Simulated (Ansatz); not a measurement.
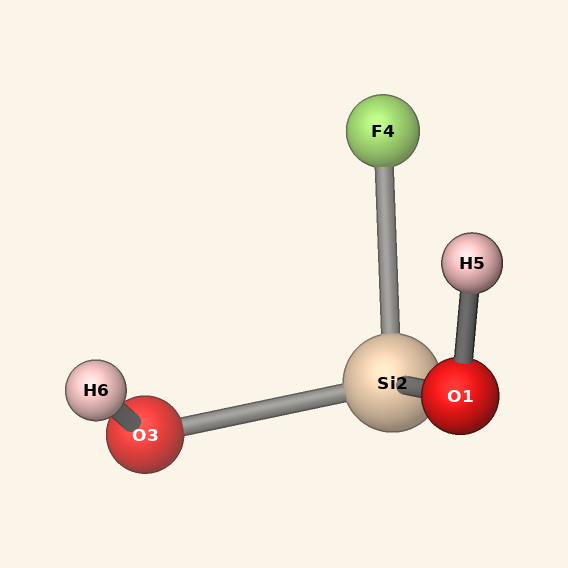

Si2 lies behind O1. The molecule seen a little off the O1–Si2 bond, O1 in front. Depth is shown by fading: the farther an atom, the more it takes the colour of the background. State: charge −1, singlet. Computed geometry: PBE0-D4/def2-TZVPD optimisation. No frequency run is at hand to confirm it as a minimum.

> What is the torsion angle H5–O1–Si2–F4? The sign is positive where the front bond must turn clockwise to cover the back bond.

−1°, synperiplanar (eclipsed).
